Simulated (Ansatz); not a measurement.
# GaGe (quartet): wB97X-V, wB97M-V over a scan of the distance Ge1–Ga2, cc-pVDZ

How well do these functionals follow the top wave-function level for GaGe (quartet) over a scan of the distance Ge1–Ga2?

Method: cc-pVDZ, all electrons in the functionals; program: Ansatz 0.2.0, Gaussian basis.

To be run: wB97X-V, wB97M-V, at 1.973 Å; 2.259 Å; 2.472 Å; 2.781 Å; 3.008 Å; 3.343 Å; 3.887 Å; 4.523 Å; 5.419 Å; 6.694 Å; 8.458 Å.

22 further runs of the same task are left out: 3 for a known fault of the program, 13 that didn't finish, 6 set aside as unsound or not needed. Runs told in other sessions of the task aren't counted.

**1. The system**

The geometry derives from a PBE0/def2-TZVP stationary point (not a proven minimum). One bond is set to the value named and the two fragments are kept rigid. No spin-orbit coupling is included. The filled d shell of Ge, Ga may be among the frozen orbitals whatever the setting's name suggests.

2 atoms, charge 0, spin multiplicity 4.

Atoms are counted from 1 here; the program's logs count them from 0.

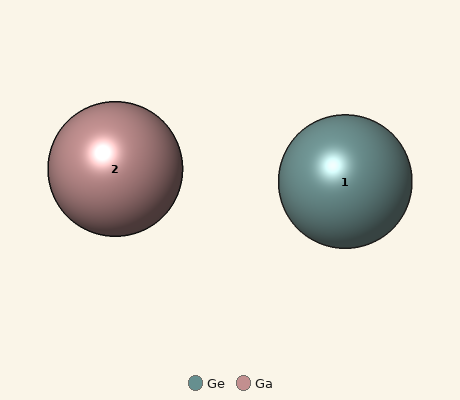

The structure; germanium teal, gallium pink; atoms are numbered from 1 in the order of the file.

Geometry (Å):

| atom | x (Å) | y (Å) | z (Å) |
| --- | --- | --- | --- |
| Ge1 | 0.0000 | 0.0000 | 0.0000 |
| Ga2 | 0.0000 | 0.0000 | 2.4722 |

No dispersion term is added; wB97X-V, wB97M-V hold VV10 nonlocal correlation.

The geometry shown and the zero of energy belong to the point 2.472 Å. The yardstick, FCI, and other wave-function levels (R restricted, U unrestricted, valence and pair active spaces) come from earlier runs.

**2. wB97X-V, 1.973 Å**

in.yaml reads:

```yaml
crystal:
  periodic: [false, false, false]
  atoms:
    - {symbol: Ge, position_ang: [0.000000, 0.000000, 0.000000]}
    - {symbol: Ga, position_ang: [0.000000, 0.000000, 1.973000]}
basis:
  gaussian: {orbitals: cc-pVDZ}
magnetization: {spin_polarized: true, initial_magnetization: 3}
hamiltonian: {xc: {name: wB97X-V}}
```

Command:

```sh
> ansatz run in.yaml --threads 1 --pin off --events-out ev --progress --plain --max-ram 2393MiB
```

What it wrote:

```text
Functional definition: wB97X-V
  name "wB97X-V"
  cite "Mardirossian & Head-Gordon, Phys. Chem. Chem. Phys. 16, 9904 (2014) doi:10.1039/C3CP54374A"
  cite "Becke, J. Chem. Phys. 107, 8554 (1997) doi:10.1063/1.475007"
  cite "Vydrov & Van Voorhis, J. Chem. Phys. 133, 244103 (2010) doi:10.1063/1.3521275"
  parameter omega = 0.3/bohr
  parameter cx = 0.167
  parameter cx1 = 0.603
  parameter cx2 = 1.194
  parameter css0 = 0.556
  parameter css1 = -0.257
  parameter cos0 = 1.219
  parameter cos1 = -1.850
  parameter b = 6.0
  parameter c = 0.01
  exchange = spin_sum(e_x_unif_sr(omega)*poly(b97_u_x, 1 - cx, cx1, cx2)) + cx*exact_x_sr(omega) + exact_x_lr(omega)
  correlation = spin_sum(e_c_pw_same_spin*poly(b97_u_same, css0, css1))
      + integral(e_c_pw_opposite_spin*poly(b97_u_opposite, cos0, cos1)) + vv10(b, c)
656 factors; integrals over basis functions are off by at most 9.8e-4 eV
162 factors; integrals over basis functions are off by at most 5.6e-6 eV
mean field evaluation 1: about -108880.6704 eV, gradient 4.1e0 eV
mean field evaluation 2: about -108880.8297 eV, gradient 2.0e0 eV
mean field evaluation 4: about -108880.8690 eV, gradient 1.9e-1 eV
mean field evaluation 8: about -108880.8701 eV, gradient 1.9e-2 eV
mean field evaluation 16: about -108880.8701 eV, gradient 1.1e-5 eV
mean field -108880.87012537 eV, -4001.2981750030 hartree, gradient 1.1e-5 eV, S^2 3.754444; 0 other end points of the search recorded, 0 dependent functions left out
reference -108880.87012647 eV, -4001.2981750434 hartree; 33, 30 occupied and 21, 24 virtual orbitals, 656 factors
Total energy: -108880.87012647 eV, -4001.2981750434 hartree
```

It took 7 s on 1 thread of Arm Neoverse V2, shared host.

From the report: ⟨S²⟩ of the determinant 3.754 (pure quartet: 3.75).

**3. wB97X-V, 2.259 Å**

Changes to in.yaml since step 2:

```diff
@@ -4,3 +4,3 @@
     - {symbol: Ge, position_ang: [0.000000, 0.000000, 0.000000]}
-    - {symbol: Ga, position_ang: [0.000000, 0.000000, 1.973000]}
+    - {symbol: Ga, position_ang: [0.000000, 0.000000, 2.259000]}
 basis:
```

The command is unchanged.

What it wrote (excerpt; [...] marks lines left out):

```text
Functional definition: wB97X-V
  name "wB97X-V"
  cite "Mardirossian & Head-Gordon, Phys. Chem. Chem. Phys. 16, 9904 (2014) doi:10.1039/C3CP54374A"
  cite "Becke, J. Chem. Phys. 107, 8554 (1997) doi:10.1063/1.475007"
  cite "Vydrov & Van Voorhis, J. Chem. Phys. 133, 244103 (2010) doi:10.1063/1.3521275"
[...]
      + integral(e_c_pw_opposite_spin*poly(b97_u_opposite, cos0, cos1)) + vv10(b, c)
653 factors; integrals over basis functions are off by at most 8.5e-4 eV
163 factors; integrals over basis functions are off by at most 7.9e-6 eV
[...]
mean field -108882.35232396 eV, -4001.3526447965 hartree, gradient 8.7e-5 eV, S^2 3.756275; 0 other end points of the search recorded, 0 dependent functions left out
reference -108882.35232526 eV, -4001.3526448443 hartree; 33, 30 occupied and 21, 24 virtual orbitals, 653 factors
Total energy: -108882.35232526 eV, -4001.3526448443 hartree
```

Wall time 6.5 s (1 thread of Arm Neoverse V2, shared host).

From the report: ⟨S²⟩ of the determinant 3.756 (pure quartet: 3.75).

**4. wB97X-V, 2.472 Å**

Changes to in.yaml since step 3:

```diff
@@ -4,3 +4,3 @@
     - {symbol: Ge, position_ang: [0.000000, 0.000000, 0.000000]}
-    - {symbol: Ga, position_ang: [0.000000, 0.000000, 2.259000]}
+    - {symbol: Ga, position_ang: [0.000000, 0.000000, 2.472200]}
 basis:
```

Launched as before.

What it wrote (excerpt; [...] marks lines left out):

```text
Functional definition: wB97X-V
  name "wB97X-V"
  cite "Mardirossian & Head-Gordon, Phys. Chem. Chem. Phys. 16, 9904 (2014) doi:10.1039/C3CP54374A"
  cite "Becke, J. Chem. Phys. 107, 8554 (1997) doi:10.1063/1.475007"
  cite "Vydrov & Van Voorhis, J. Chem. Phys. 133, 244103 (2010) doi:10.1063/1.3521275"
[...]
      + integral(e_c_pw_opposite_spin*poly(b97_u_opposite, cos0, cos1)) + vv10(b, c)
653 factors; integrals over basis functions are off by at most 6.3e-4 eV
163 factors; integrals over basis functions are off by at most 9.9e-6 eV
[...]
mean field -108882.54068492 eV, -4001.3595669340 hartree, gradient 2.5e-5 eV, S^2 3.757228; 0 other end points of the search recorded, 0 dependent functions left out
reference -108882.54068632 eV, -4001.3595669855 hartree; 33, 30 occupied and 21, 24 virtual orbitals, 653 factors
Total energy: -108882.54068632 eV, -4001.3595669855 hartree
```

Run time: 7 s. Hardware: 1 thread of Arm Neoverse V2, shared host.

From the report: ⟨S²⟩ of the determinant 3.757 (pure quartet: 3.75).

**5. wB97X-V, 2.781 Å**

Changes to in.yaml since step 4:

```diff
@@ -4,3 +4,3 @@
     - {symbol: Ge, position_ang: [0.000000, 0.000000, 0.000000]}
-    - {symbol: Ga, position_ang: [0.000000, 0.000000, 2.472200]}
+    - {symbol: Ga, position_ang: [0.000000, 0.000000, 2.781000]}
 basis:
```

Same command.

What it wrote (excerpt; [...] marks lines left out):

```text
Functional definition: wB97X-V
  name "wB97X-V"
  cite "Mardirossian & Head-Gordon, Phys. Chem. Chem. Phys. 16, 9904 (2014) doi:10.1039/C3CP54374A"
  cite "Becke, J. Chem. Phys. 107, 8554 (1997) doi:10.1063/1.475007"
  cite "Vydrov & Van Voorhis, J. Chem. Phys. 133, 244103 (2010) doi:10.1063/1.3521275"
[...]
      + integral(e_c_pw_opposite_spin*poly(b97_u_opposite, cos0, cos1)) + vv10(b, c)
653 factors; integrals over basis functions are off by at most 8.4e-4 eV
164 factors; integrals over basis functions are off by at most 1.3e-5 eV
[...]
mean field -108882.30122807 eV, -4001.3507670570 hartree, gradient 2.8e-5 eV, S^2 3.757586; 2 other end points of the search recorded, 0 dependent functions left out
reference -108882.30122957 eV, -4001.3507671122 hartree; 33, 30 occupied and 21, 24 virtual orbitals, 653 factors
Total energy: -108882.30122957 eV, -4001.3507671122 hartree
```

Run time: 8 s. Hardware: 1 thread of Arm Neoverse V2, shared host.

From the report: ⟨S²⟩ of the determinant 3.758 (pure quartet: 3.75).

From 2.472 Å: +5.5 kcal/mol.

**6. wB97X-V, 3.008 Å**

Changes to in.yaml since step 5:

```diff
@@ -4,3 +4,3 @@
     - {symbol: Ge, position_ang: [0.000000, 0.000000, 0.000000]}
-    - {symbol: Ga, position_ang: [0.000000, 0.000000, 2.781000]}
+    - {symbol: Ga, position_ang: [0.000000, 0.000000, 3.008000]}
 basis:
```

Same command.

What it wrote (excerpt; [...] marks lines left out):

```text
Functional definition: wB97X-V
  name "wB97X-V"
  cite "Mardirossian & Head-Gordon, Phys. Chem. Chem. Phys. 16, 9904 (2014) doi:10.1039/C3CP54374A"
  cite "Becke, J. Chem. Phys. 107, 8554 (1997) doi:10.1063/1.475007"
  cite "Vydrov & Van Voorhis, J. Chem. Phys. 133, 244103 (2010) doi:10.1063/1.3521275"
[...]
      + integral(e_c_pw_opposite_spin*poly(b97_u_opposite, cos0, cos1)) + vv10(b, c)
653 factors; integrals over basis functions are off by at most 9.6e-4 eV
164 factors; integrals over basis functions are off by at most 1.5e-5 eV
[...]
mean field -108881.98771705 eV, -4001.3392457394 hartree, gradient 4.9e-5 eV, S^2 3.757468; 1 other end points of the search recorded, 0 dependent functions left out
reference -108881.98771860 eV, -4001.3392457964 hartree; 33, 30 occupied and 21, 24 virtual orbitals, 653 factors
Total energy: -108881.98771860 eV, -4001.3392457964 hartree
```

Run time: 8 s. Hardware: 1 thread of Arm Neoverse V2, shared host.

From the report: ⟨S²⟩ of the determinant 3.757 (pure quartet: 3.75).

From 2.472 Å: +12.8 kcal/mol.

**7. wB97X-V, 3.343 Å**

Changes to in.yaml since step 6:

```diff
@@ -4,3 +4,3 @@
     - {symbol: Ge, position_ang: [0.000000, 0.000000, 0.000000]}
-    - {symbol: Ga, position_ang: [0.000000, 0.000000, 3.008000]}
+    - {symbol: Ga, position_ang: [0.000000, 0.000000, 3.343000]}
 basis:
```

Launched as before.

What it wrote (excerpt; [...] marks lines left out):

```text
Functional definition: wB97X-V
  name "wB97X-V"
  cite "Mardirossian & Head-Gordon, Phys. Chem. Chem. Phys. 16, 9904 (2014) doi:10.1039/C3CP54374A"
  cite "Becke, J. Chem. Phys. 107, 8554 (1997) doi:10.1063/1.475007"
  cite "Vydrov & Van Voorhis, J. Chem. Phys. 133, 244103 (2010) doi:10.1063/1.3521275"
[...]
      + integral(e_c_pw_opposite_spin*poly(b97_u_opposite, cos0, cos1)) + vv10(b, c)
650 factors; integrals over basis functions are off by at most 7.7e-4 eV
164 factors; integrals over basis functions are off by at most 1.6e-5 eV
[...]
mean field -108881.50976293 eV, -4001.3216812498 hartree, gradient 3.4e-5 eV, S^2 3.757313; 3 other end points of the search recorded, 0 dependent functions left out
reference -108881.50976450 eV, -4001.3216813074 hartree; 33, 30 occupied and 21, 24 virtual orbitals, 650 factors
Total energy: -108881.50976450 eV, -4001.3216813074 hartree
```

Run time: 9.5 s. Hardware: 1 thread of Arm Neoverse V2, shared host.

From the report: ⟨S²⟩ of the determinant 3.757 (pure quartet: 3.75).

From 2.472 Å: +23.8 kcal/mol.

**8. wB97X-V, 3.887 Å**

Changes to in.yaml since step 7:

```diff
@@ -4,3 +4,3 @@
     - {symbol: Ge, position_ang: [0.000000, 0.000000, 0.000000]}
-    - {symbol: Ga, position_ang: [0.000000, 0.000000, 3.343000]}
+    - {symbol: Ga, position_ang: [0.000000, 0.000000, 3.887000]}
 basis:
```

Launched as before.

What it wrote (excerpt; [...] marks lines left out):

```text
Functional definition: wB97X-V
  name "wB97X-V"
  cite "Mardirossian & Head-Gordon, Phys. Chem. Chem. Phys. 16, 9904 (2014) doi:10.1039/C3CP54374A"
  cite "Becke, J. Chem. Phys. 107, 8554 (1997) doi:10.1063/1.475007"
  cite "Vydrov & Van Voorhis, J. Chem. Phys. 133, 244103 (2010) doi:10.1063/1.3521275"
[...]
      + integral(e_c_pw_opposite_spin*poly(b97_u_opposite, cos0, cos1)) + vv10(b, c)
650 factors; integrals over basis functions are off by at most 5.6e-4 eV
163 factors; integrals over basis functions are off by at most 1.7e-5 eV
[...]
mean field -108880.95603656 eV, -4001.3013321810 hartree, gradient 1.5e-5 eV, S^2 3.756458; 2 other end points of the search recorded, 0 dependent functions left out
reference -108880.95603797 eV, -4001.3013322326 hartree; 33, 30 occupied and 21, 24 virtual orbitals, 650 factors
Total energy: -108880.95603797 eV, -4001.3013322326 hartree
```

Wall time 8 s (1 thread of Arm Neoverse V2, shared host).

From the report: ⟨S²⟩ of the determinant 3.756 (pure quartet: 3.75).

From 2.472 Å: +36.5 kcal/mol.

**9. wB97X-V, 4.523 Å**

Changes to in.yaml since step 8:

```diff
@@ -4,3 +4,3 @@
     - {symbol: Ge, position_ang: [0.000000, 0.000000, 0.000000]}
-    - {symbol: Ga, position_ang: [0.000000, 0.000000, 3.887000]}
+    - {symbol: Ga, position_ang: [0.000000, 0.000000, 4.523000]}
 basis:
```

Launched as before.

What it wrote (excerpt; [...] marks lines left out):

```text
Functional definition: wB97X-V
  name "wB97X-V"
  cite "Mardirossian & Head-Gordon, Phys. Chem. Chem. Phys. 16, 9904 (2014) doi:10.1039/C3CP54374A"
  cite "Becke, J. Chem. Phys. 107, 8554 (1997) doi:10.1063/1.475007"
  cite "Vydrov & Van Voorhis, J. Chem. Phys. 133, 244103 (2010) doi:10.1063/1.3521275"
[...]
      + integral(e_c_pw_opposite_spin*poly(b97_u_opposite, cos0, cos1)) + vv10(b, c)
650 factors; integrals over basis functions are off by at most 1.8e-4 eV
164 factors; integrals over basis functions are off by at most 1.7e-5 eV
[...]
mean field -108880.64714408 eV, -4001.2899805916 hartree, gradient 6.5e-6 eV, S^2 3.755558; 2 other end points of the search recorded, 0 dependent functions left out
reference -108880.64714549 eV, -4001.2899806436 hartree; 33, 30 occupied and 21, 24 virtual orbitals, 650 factors
Total energy: -108880.64714549 eV, -4001.2899806436 hartree
```

It took 11 s on 1 thread of Arm Neoverse V2, shared host; peak memory 0.25 GiB.

From the report: ⟨S²⟩ of the determinant 3.756 (pure quartet: 3.75).

From 2.472 Å: +43.7 kcal/mol.

**10. wB97X-V, 5.419 Å**

Changes to in.yaml since step 9:

```diff
@@ -4,3 +4,3 @@
     - {symbol: Ge, position_ang: [0.000000, 0.000000, 0.000000]}
-    - {symbol: Ga, position_ang: [0.000000, 0.000000, 4.523000]}
+    - {symbol: Ga, position_ang: [0.000000, 0.000000, 5.419000]}
 basis:
```

Launched as before.

What it wrote (excerpt; [...] marks lines left out):

```text
Functional definition: wB97X-V
  name "wB97X-V"
  cite "Mardirossian & Head-Gordon, Phys. Chem. Chem. Phys. 16, 9904 (2014) doi:10.1039/C3CP54374A"
  cite "Becke, J. Chem. Phys. 107, 8554 (1997) doi:10.1063/1.475007"
  cite "Vydrov & Van Voorhis, J. Chem. Phys. 133, 244103 (2010) doi:10.1063/1.3521275"
[...]
      + integral(e_c_pw_opposite_spin*poly(b97_u_opposite, cos0, cos1)) + vv10(b, c)
650 factors; integrals over basis functions are off by at most 1.9e-4 eV
164 factors; integrals over basis functions are off by at most 1.8e-5 eV
[...]
mean field -108880.49714914 eV, -4001.2844683791 hartree, gradient 7.3e-6 eV, S^2 3.755396; 2 other end points of the search recorded, 0 dependent functions left out
reference -108880.49715066 eV, -4001.2844684350 hartree; 33, 30 occupied and 21, 24 virtual orbitals, 650 factors
Total energy: -108880.49715066 eV, -4001.2844684350 hartree
```

Wall time 20 s (1 thread of Arm Neoverse V2, shared host); peak memory 0.25 GiB.

From the report: ⟨S²⟩ of the determinant 3.755 (pure quartet: 3.75).

From 2.472 Å: +47.1 kcal/mol.

**11. wB97X-V, 6.694 Å**

Changes to in.yaml since step 10:

```diff
@@ -4,3 +4,3 @@
     - {symbol: Ge, position_ang: [0.000000, 0.000000, 0.000000]}
-    - {symbol: Ga, position_ang: [0.000000, 0.000000, 5.419000]}
+    - {symbol: Ga, position_ang: [0.000000, 0.000000, 6.694000]}
 basis:
```

Launched as before.

What it wrote (excerpt; [...] marks lines left out):

```text
Functional definition: wB97X-V
  name "wB97X-V"
  cite "Mardirossian & Head-Gordon, Phys. Chem. Chem. Phys. 16, 9904 (2014) doi:10.1039/C3CP54374A"
  cite "Becke, J. Chem. Phys. 107, 8554 (1997) doi:10.1063/1.475007"
  cite "Vydrov & Van Voorhis, J. Chem. Phys. 133, 244103 (2010) doi:10.1063/1.3521275"
[...]
      + integral(e_c_pw_opposite_spin*poly(b97_u_opposite, cos0, cos1)) + vv10(b, c)
650 factors; integrals over basis functions are off by at most 1.6e-4 eV
164 factors; integrals over basis functions are off by at most 1.8e-5 eV
[...]
mean field -108880.45187939 eV, -4001.2828047464 hartree, gradient 3.5e-6 eV, S^2 3.755407; 2 other end points of the search recorded, 0 dependent functions left out
reference -108880.45188106 eV, -4001.2828048078 hartree; 33, 30 occupied and 21, 24 virtual orbitals, 650 factors
Total energy: -108880.45188106 eV, -4001.2828048078 hartree
```

It took 21 s on 1 thread of Arm Neoverse V2, shared host; peak memory 0.25 GiB.

From the report: ⟨S²⟩ of the determinant 3.755 (pure quartet: 3.75).

From 2.472 Å: +48.2 kcal/mol.

**12. wB97X-V, 8.458 Å**

Changes to in.yaml since step 11:

```diff
@@ -4,3 +4,3 @@
     - {symbol: Ge, position_ang: [0.000000, 0.000000, 0.000000]}
-    - {symbol: Ga, position_ang: [0.000000, 0.000000, 6.694000]}
+    - {symbol: Ga, position_ang: [0.000000, 0.000000, 8.458000]}
 basis:
```

Launched as before.

What it wrote (excerpt; [...] marks lines left out):

```text
Functional definition: wB97X-V
  name "wB97X-V"
  cite "Mardirossian & Head-Gordon, Phys. Chem. Chem. Phys. 16, 9904 (2014) doi:10.1039/C3CP54374A"
  cite "Becke, J. Chem. Phys. 107, 8554 (1997) doi:10.1063/1.475007"
  cite "Vydrov & Van Voorhis, J. Chem. Phys. 133, 244103 (2010) doi:10.1063/1.3521275"
[...]
      + integral(e_c_pw_opposite_spin*poly(b97_u_opposite, cos0, cos1)) + vv10(b, c)
650 factors; integrals over basis functions are off by at most 5.3e-5 eV
164 factors; integrals over basis functions are off by at most 1.9e-5 eV
[...]
mean field -108880.44148278 eV, -4001.2824226782 hartree, gradient 2.6e-6 eV, S^2 3.755415; 2 other end points of the search recorded, 0 dependent functions left out
reference -108880.44148472 eV, -4001.2824227495 hartree; 33, 30 occupied and 21, 24 virtual orbitals, 650 factors
Total energy: -108880.44148472 eV, -4001.2824227495 hartree
```

Wall time 20 s (1 thread of Arm Neoverse V2, shared host).

From the report: ⟨S²⟩ of the determinant 3.755 (pure quartet: 3.75).

From 2.472 Å: +48.4 kcal/mol.

**13. wB97M-V, 1.973 Å**

in.yaml reads:

```yaml
crystal:
  periodic: [false, false, false]
  atoms:
    - {symbol: Ge, position_ang: [0.000000, 0.000000, 0.000000]}
    - {symbol: Ga, position_ang: [0.000000, 0.000000, 1.973000]}
basis:
  gaussian: {orbitals: cc-pVDZ}
magnetization: {spin_polarized: true, initial_magnetization: 3}
hamiltonian: {xc: {name: wB97M-V}}
output: {forces: true, orbitals: {seedname: orbitals}}
```

Launched as before.

What it wrote (excerpt; [...] marks lines left out):

```text
Functional definition: wB97M-V
  name "wB97M-V"
  cite "Mardirossian & Head-Gordon, J. Chem. Phys. 144, 214110 (2016) doi:10.1063/1.4952647"
  cite "Becke, J. Chem. Phys. 107, 8554 (1997) doi:10.1063/1.475007"
  cite "Vydrov & Van Voorhis, J. Chem. Phys. 133, 244103 (2010) doi:10.1063/1.3521275"
  # Of w^i u^j: cxij and so on, Table III.
[...]
  gx(w, u) = 1 - cx + cx01*u + cx10*w
  gss(w, u) = css00 + css04*u^4 + css10*w + css20*w^2 + css43*w^4*u^3
  gos(w, u) = cos00 + cos10*w + (cos20 + cos21*u)*w^2 + (cos60 + cos61*u)*w^6
[...]
      + integral(e_c_pw_mod_opposite_spin*gos(b97_w_opposite, b97_u_opposite)) + vv10(b, c)
656 factors; integrals over basis functions are off by at most 9.8e-4 eV
162 factors; integrals over basis functions are off by at most 5.6e-6 eV
[...]
mean field -108885.55365390 eV, -4001.4702915016 hartree, gradient 4.0e-5 eV, S^2 3.753509; 0 other end points of the search recorded, 0 dependent functions left out
[...]
reference -108885.55368166 eV, -4001.4702925220 hartree; 33, 30 occupied and 21, 24 virtual orbitals, 656 factors
Total energy: -108885.55368166 eV, -4001.4702925220 hartree
Atom 0 at     0.000000     0.000000     0.000000 Å, force     0.000000    -0.000000    -9.554696 eV/Å
Atom 1 at     0.000000     0.000000     1.973000 Å, force     0.000000     0.000000     9.554696 eV/Å
Dipole moment:    -0.000000    -0.000000     0.110880 e Å
```

It took 11 s on 1 thread of Arm Neoverse V2, shared host; peak memory 0.26 GiB.

From the report: ⟨S²⟩ of the determinant 3.754 (pure quartet: 3.75).

**14. wB97M-V, 2.259 Å**

Changes to in.yaml since step 13:

```diff
@@ -4,3 +4,3 @@
     - {symbol: Ge, position_ang: [0.000000, 0.000000, 0.000000]}
-    - {symbol: Ga, position_ang: [0.000000, 0.000000, 1.973000]}
+    - {symbol: Ga, position_ang: [0.000000, 0.000000, 2.259000]}
 basis:
```

Same command.

What it wrote (excerpt; [...] marks lines left out):

```text
Functional definition: wB97M-V
  name "wB97M-V"
  cite "Mardirossian & Head-Gordon, J. Chem. Phys. 144, 214110 (2016) doi:10.1063/1.4952647"
  cite "Becke, J. Chem. Phys. 107, 8554 (1997) doi:10.1063/1.475007"
  cite "Vydrov & Van Voorhis, J. Chem. Phys. 133, 244103 (2010) doi:10.1063/1.3521275"
  # Of w^i u^j: cxij and so on, Table III.
[...]
  gx(w, u) = 1 - cx + cx01*u + cx10*w
  gss(w, u) = css00 + css04*u^4 + css10*w + css20*w^2 + css43*w^4*u^3
  gos(w, u) = cos00 + cos10*w + (cos20 + cos21*u)*w^2 + (cos60 + cos61*u)*w^6
[...]
      + integral(e_c_pw_mod_opposite_spin*gos(b97_w_opposite, b97_u_opposite)) + vv10(b, c)
653 factors; integrals over basis functions are off by at most 8.5e-4 eV
163 factors; integrals over basis functions are off by at most 7.9e-6 eV
[...]
mean field -108887.05837288 eV, -4001.5255889042 hartree, gradient 6.8e-5 eV, S^2 3.754860; 0 other end points of the search recorded, 0 dependent functions left out
[...]
reference -108887.05840111 eV, -4001.5255899419 hartree; 33, 30 occupied and 21, 24 virtual orbitals, 653 factors
Total energy: -108887.05840111 eV, -4001.5255899419 hartree
Atom 0 at     0.000000     0.000000     0.000000 Å, force     0.000000     0.000000    -2.204494 eV/Å
Atom 1 at     0.000000     0.000000     2.259000 Å, force    -0.000000     0.000000     2.204494 eV/Å
Dipole moment:     0.000000     0.000000     0.188867 e Å
```

Wall time 11 s (1 thread of Arm Neoverse V2, shared host); peak memory 0.26 GiB.

From the report: ⟨S²⟩ of the determinant 3.755 (pure quartet: 3.75).

(Part 1 of 2 ends here.)
